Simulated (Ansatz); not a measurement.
# GaH₅N (doublet): what the fields show

```xyz
7

Ga    0.0565    0.3978    0.2210
H    -0.7829    0.6927    2.8451
H     1.4670   -0.3172   -0.0057
H    -1.2753   -0.4043   -0.1459
N    -0.0448    0.1160    2.4223
H    -0.2459   -0.8453    2.6464
H     0.8254    0.3603    2.8668
```

Not at a stationary point (largest force 1.0 eV/Å).

Level of theory: UHF/def2-SVP in Ansatz 0.2.0.

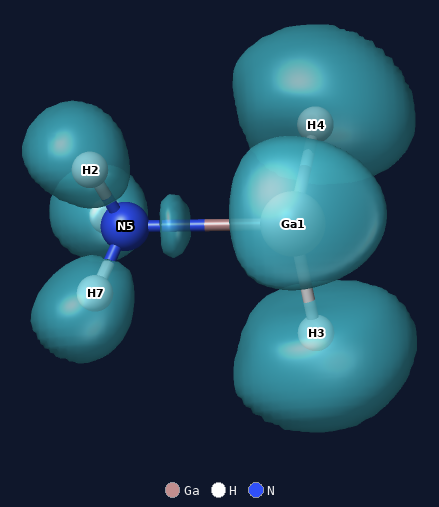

Figure 1. Isosurface of the electron localisation function at 0.9 (cyan), seen across its widest extent. Only the valence region is drawn (cores and ρ < 0.01 e/Å³ removed).

**Where are the electrons localised?**

The ELF exceeds this value in five regions around hydrogen nuclei, one lobe of the valence shell of N pointing towards Ga and one lobe on Ga, pointing away from the bonds (non-bonding electrons). Along the contacts the grid gives the following. Ga–N (2.22 Å): the ELF peaks at about 0.95 in the valence shell of N, 0.7 Å from its nucleus, and is about 0.25 at the midpoint. N–H (1.01 Å): the ELF climbs to about 1 towards the hydrogen, as it does in any bond to H: an ordinary covalent bond to hydrogen.

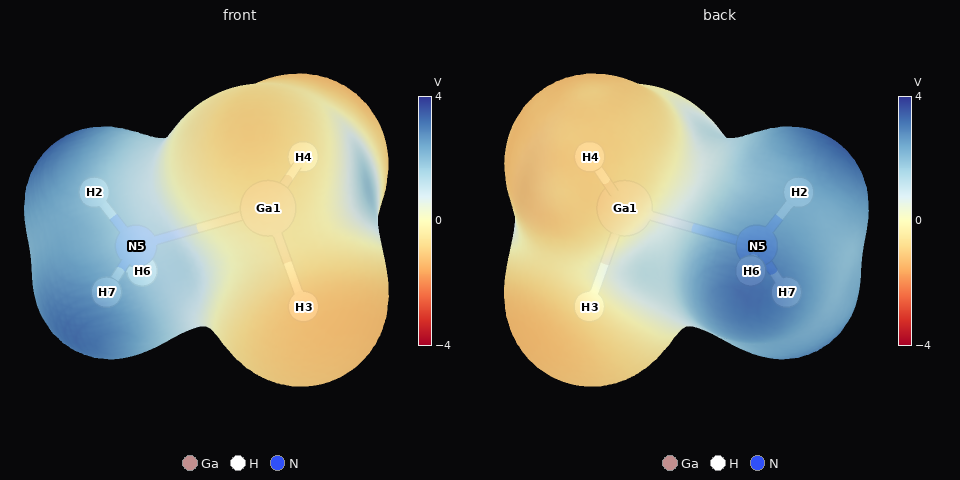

Figure 2. The electrostatic potential painted on the density surface at 0.004 e/bohr³, seen from the front and from behind; the colour scale runs from red (negative) to blue (positive).

**Describe the electrostatic potential map.**

The most negative region (about −1.3 V, or −30 kcal/mol for a unit charge) lies over H3 and H4, the most positive (about +3.3 V, or +76 kcal/mol for a unit charge) over H2, H6 and H7.

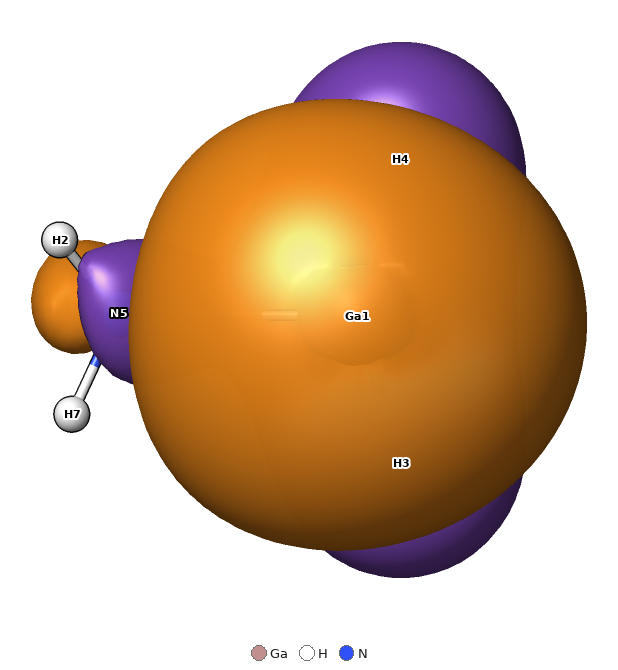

Figure 3. The HOMO (α) at ±0.06 Å⁻³ᐟ² (orange and purple are the two phases), seen across its widest extent.

**Describe this orbital and give its energy.**

By Hirshfeld shares it lies mainly on Ga1 (about 80 %), H3 (about 10 %) and H4 (about 10 %). Its energy is −6.77 eV.
